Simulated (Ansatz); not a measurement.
```xyz
27

C    -2.2507   -0.6433   -2.5113
C    -1.9383    0.5191   -1.5855
N    -0.6372    0.3933   -0.9510
C     0.4908    0.6239   -1.8304
Ge   -0.4440    0.8992    0.7701
Cl   -2.1130    0.0722    1.8623
Cl   -0.6107    3.0452    0.9871
N     1.1593    0.3767    1.4490
C     1.8337    1.2559    2.3856
C     1.3129   -1.0243    1.8285
C     0.8698   -2.0158    0.7743
H    -3.2459   -0.5214   -2.9455
H    -2.2266   -1.5866   -1.9617
H    -1.5388   -0.7104   -3.3366
H    -2.7039    0.5649   -0.8071
H    -1.9987    1.4664   -2.1432
H     1.4214    0.6016   -1.2611
H     0.4244    1.5936   -2.3449
H     0.5527   -0.1592   -2.5924
H     2.9039    1.0231    2.3826
H     1.4689    1.1422    3.4167
H     1.7156    2.2987    2.0960
H     0.7900   -1.2321    2.7755
H     2.3808   -1.1731    2.0295
H     1.0913   -3.0289    1.1168
H    -0.2027   -1.9620    0.5789
H     1.3934   -1.8492   -0.1689
```

Geometry: PBE0-D4/def2-TZVP.

All numbers below come from Ansatz, RKS PBE0-D4/def2-TZVPP.

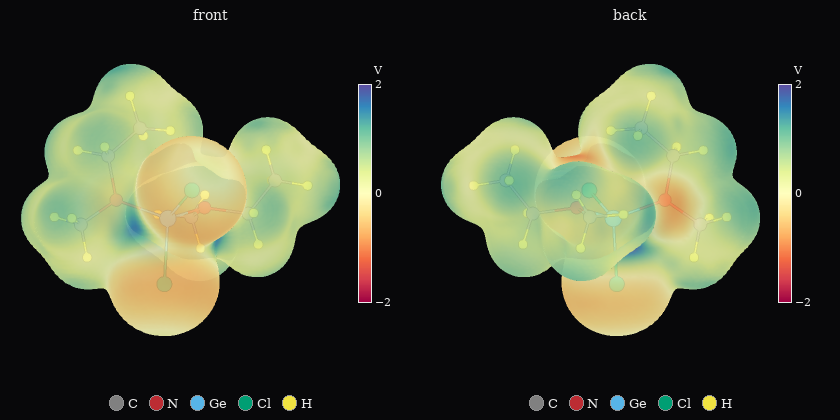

C6H16Cl2GeN2. The molecular electrostatic potential painted on the density surface at 0.004 e/bohr³, seen from the front and from behind; red is negative and blue positive.

Which sites attract a positive test charge, and which a negative one?

Answer. A positive charge is drawn to the negative regions and a negative charge to the positive ones. The most negative region (about −0.8 V, or −18 kcal/mol for a unit charge) lies over N3 and N8, the most positive (about +1.5 V, or +35 kcal/mol for a unit charge) over Ge5. Cl6 shows a σ-hole: about +0.2 V at the tip opposite its bond, against about −0.4 V, or −9 kcal/mol for a unit charge on its flanks.
